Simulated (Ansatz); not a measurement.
Ligand exchange: BH(CH3)F + NaNH2 → BH(CH3)(NH2) + NaF

Species: BH(CH3)F, singlet; NaNH2 `[NH2][Na]`, singlet; BH(CH3)(NH2), singlet; NaF, singlet. The partners trade F for NH2: B–F and Na–NH2 bonds give way to B–NH2 and Na–F.

Shapes, held fixed at every level: PBE0-D4/def2-TZVP. Programs: Ansatz 0.2.0. The zero-point and thermal change to 298 K, harmonic and unscaled (PBE0-D4/def2-TZVP), is +9.4 kJ/mol.

```csv
level,kind,ΔH(298 K) (kJ/mol),less CCSD(T)/def2-TZVPP
SPW92/def2-TZVPP,LDA,-131.8,-8.1
wB97M-V/def2-TZVPP,range-separated hybrid,-127.1,-3.4
wB97X-V/def2-TZVPP,range-separated hybrid,-131.2,-7.5
B2PLYP/def2-TZVPP,double hybrid,-127.0,-3.3
MP2/def2-TZVPP,perturbation theory,-127.2,-3.5
CCSD(T)/def2-SVP,coupled cluster or CI,-133.3,-9.6
CCSD/def2-SVP,coupled cluster or CI,-134.8,-11.1
CCSD(T)/def2-TZVPP,coupled cluster or CI,-123.7,0.0
```

The highest level, CCSD(T)/def2-TZVPP, gives ΔH(298 K) = -123.7 kJ/mol; the levels span -134.8 to -123.7. The column of differences is taken from that level and isn't an error. No measured value is set beside it here. Outer-core shells of Na are correlated, in sets that cover them unevenly. CCSD(T)/def2-TZVPP lies outside the range of all other levels here, so it shouldn't be taken on trust.

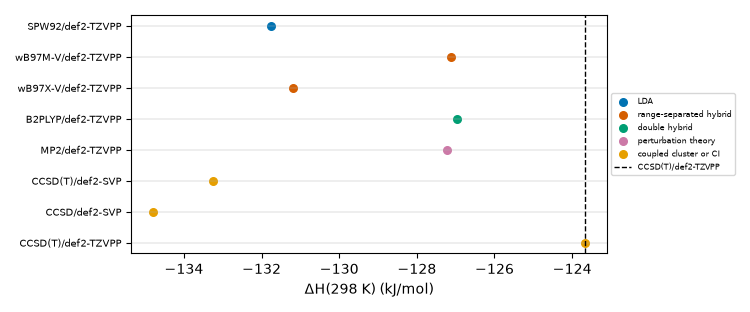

The values of the table, level by level.
